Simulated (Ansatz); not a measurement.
## Single-point calculation, with input and output: CH$_{3}$F$_{3}$GeO

The run: single-point calculation of CH$_{3}$F$_{3}$GeO. Method and program: RKS PBE0-D4/def2-TZVPP (Ansatz 0.2.0).

The geometry comes from this level: PBE0-D4/def2-TZVP.

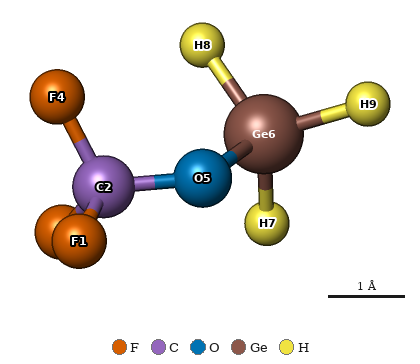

Figure 1. The structure (ball-and-stick view, seen at a tilt; atoms are numbered from 1 in the order of the input). Sticks mark near contacts.

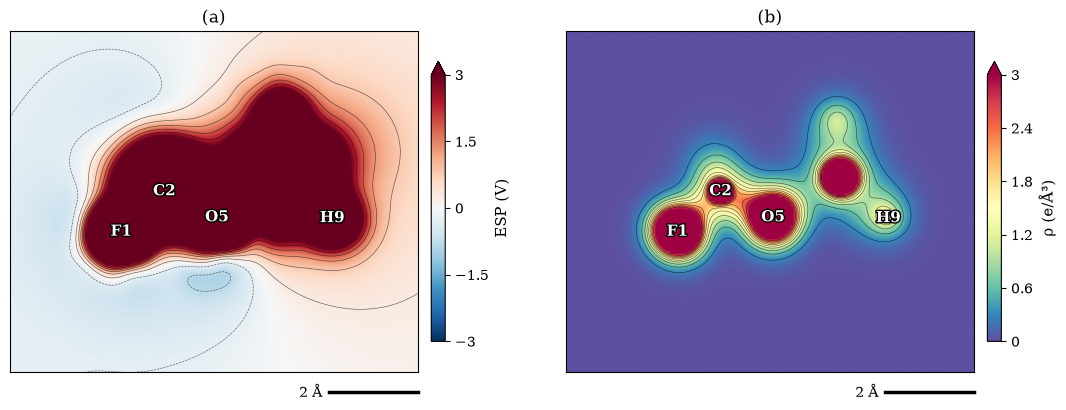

Figure 2. (a) molecular electrostatic potential; (b) total electron density on the plane of atoms F1, C2 and O5. Atoms in the plane: F, C, O and H. C–F (1.33 Å): ρ is about 2.5 e/Å³ halfway, with its minimum of 2 e/Å³ about 0.5 Å from C.

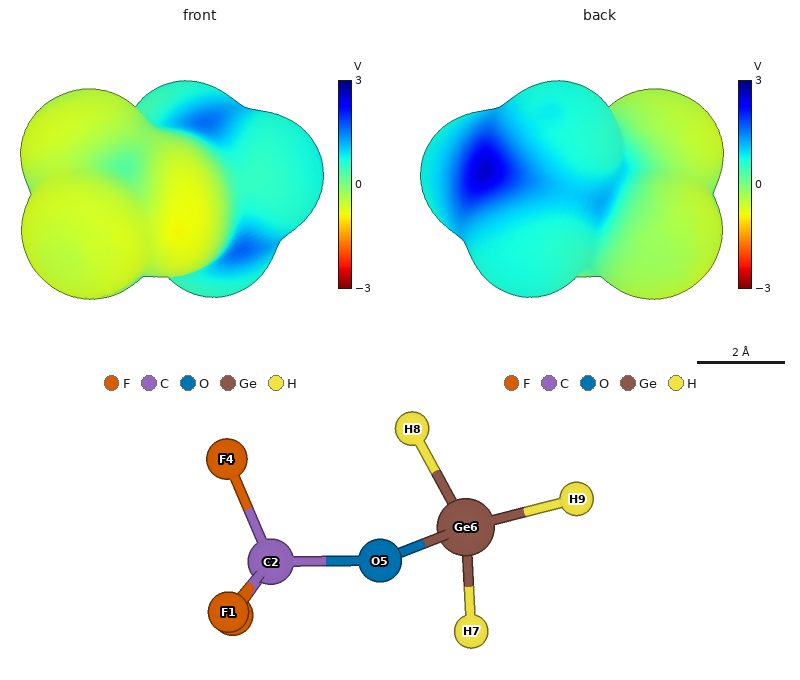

Figure 3. The electrostatic potential painted on the density surface at 0.002 e/bohr³, seen at a tilt and from behind; the colour scale runs from red (negative) to blue (positive). The bare structure is drawn below in the same view. A positive charge is drawn to the negative regions and a negative charge to the positive ones.

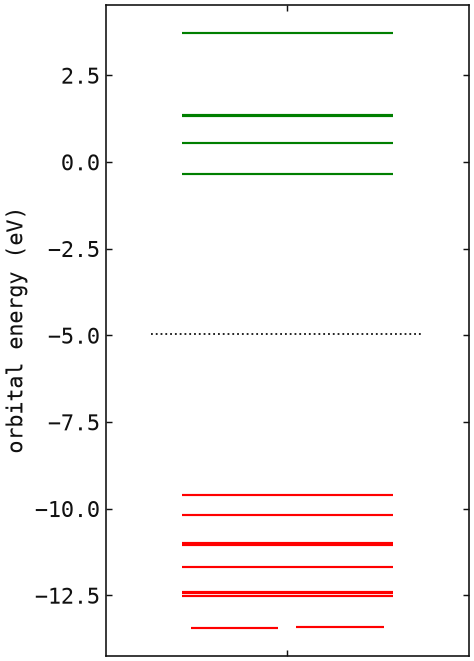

Figure 4. Orbital energies near the frontier; the dotted line parts filled from empty levels, and levels within 0.02 eV of each other stand side by side. Highest filled −9.59 eV, lowest empty −0.33 eV, 9.26 eV apart.

These pictures come from the run below.

Input file:
```yaml
crystal:
  periodic: [false, false, false]
  atoms:
    - {symbol: F, position_ang: [2.205826, -0.338307, -1.242812]}
    - {symbol: C, position_ang: [0.927917, -0.411026, -0.885312]}
    - {symbol: F, position_ang: [0.210764, 0.285506, -1.794513]}
    - {symbol: F, position_ang: [0.545799, -1.694127, -1.015640]}
    - {symbol: O, position_ang: [0.768316, 0.044450, 0.342448]}
    - {symbol: Ge, position_ang: [-0.873638, 0.446678, 1.015125]}
    - {symbol: H, position_ang: [-1.260975, 1.821166, 0.465898]}
    - {symbol: H, position_ang: [-1.837779, -0.659745, 0.581103]}
    - {symbol: H, position_ang: [-0.597829, 0.459206, 2.516605]}
basis:
  gaussian: {orbitals: def2-TZVPP}
hamiltonian: {xc: pbe0, dispersion: d4}
output: {orbitals: {seedname: orbitals}}
```

Command:
```bash
ansatz run in.yaml --threads 4 --pin off --events-out ev --progress --plain --max-ram 10444MiB
```

Log:
```
Functional definition: PBE0
  name "PBE0"
  cite "Adamo & Barone, J. Chem. Phys. 110, 6158 (1999) doi:10.1063/1.478522"
  cite "Perdew, Burke & Ernzerhof, Phys. Rev. Lett. 77, 3865 (1996) doi:10.1103/PhysRevLett.77.3865"
  parent pbe
  parameter a = 0.25
  parameter kappa = 0.804
  parameter beta = 0.06672455060314922
  exchange = (1 - a)*pbe_x(kappa = kappa, mu = beta*pi^2/3) + a*exact_x
  correlation = pbe_c(beta = beta)
1377 factors; their error is unknown
mean field evaluation 1: about -67784.3908 eV, gradient 6.0e1 eV
mean field evaluation 2: about -67778.7749 eV, gradient 8.5e1 eV
mean field evaluation 4: about -67789.0325 eV, gradient 3.6e0 eV
mean field evaluation 8: about -67789.0507 eV, gradient 3.4e-2 eV
mean field evaluation 16: about -67789.3601 eV, gradient 3.0e-5 eV
mean field -67789.36014232 eV, -2491.2130359517 hartree, gradient 3.0e-5 eV, S^2 0.000000; 0 other end points of the search recorded, 0 dependent functions left out
reference -67789.36016775 eV, -2491.2130368862 hartree; 38, 38 occupied and 207, 207 virtual orbitals, 1377 factors
Total energy: -67789.50562044 eV, -2491.2183821738 hartree
```

Results in brief:

```csv
quantity,value
outcome,converged
total energy,−67789.5056 eV
mean-field energy,−67789.3602 eV
dispersion energy,−0.1455 eV
SCF solution under orbital rotations,stable
HOMO,−9.59 eV
LUMO,−0.33 eV
hardware,"4 threads of Arm Neoverse V1, 23 GiB of memory available, shared host"
wall time,3.6 s (CPU time 14 s)
peak memory,0.69 GiB
```
